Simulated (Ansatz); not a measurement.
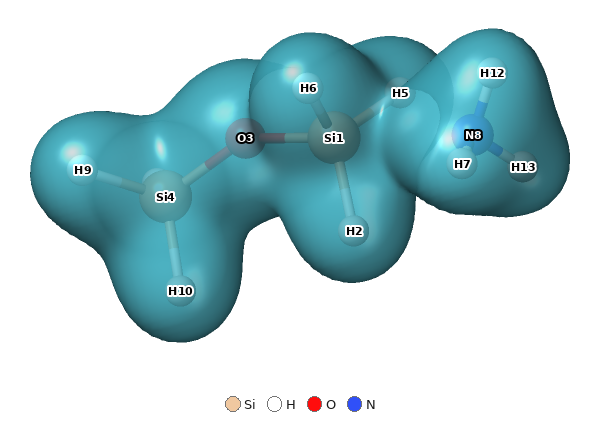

Figure. H₆OSi₂···NH₃. Isosurface of the electron density at 0.1 e/Å³ (cyan), seen at a tilt.

The reactant side of a reaction path; geometry: PBE0-D4/def2-TZVP.

Level of theory: RKS PBE0-D4/def2-TZVPP (Ansatz).

```xyz
13

Si   -0.2669    0.0787   -0.2648
H     1.1954    0.3126   -0.1490
O    -0.6132   -1.0704    0.8854
Si   -0.0699   -1.8589    2.1955
H    -0.6806   -0.5567   -1.5372
H    -1.0915    1.2503    0.1162
H     0.6432    2.6979   -1.6700
N     0.2526    1.8576   -2.0790
H    -0.7826   -1.3919    3.4157
H     1.3909   -1.6314    2.3868
H    -0.3084   -3.3181    2.0385
H    -0.5872    2.1218   -2.5800
H     0.9182    1.5085   -2.7581
```

### Which contacts does the surface bridge?

At this value the surface is in one piece. It bridges the sampled Si···N (2.59 Å), Si–O (1.62 Å), N–H (1.01 Å) and Si–H (1.48 Å) contacts, where the density stays above the isovalue. On the grid the lowest density along these lines, outside the cores, is 0.17 e/Å³ (Si···N, 2.59 Å), 1 e/Å³ (Si–O, 1.62 Å), 2.3 e/Å³ (N–H, 1.01 Å) and 0.82 e/Å³ (Si–H, 1.48 Å).
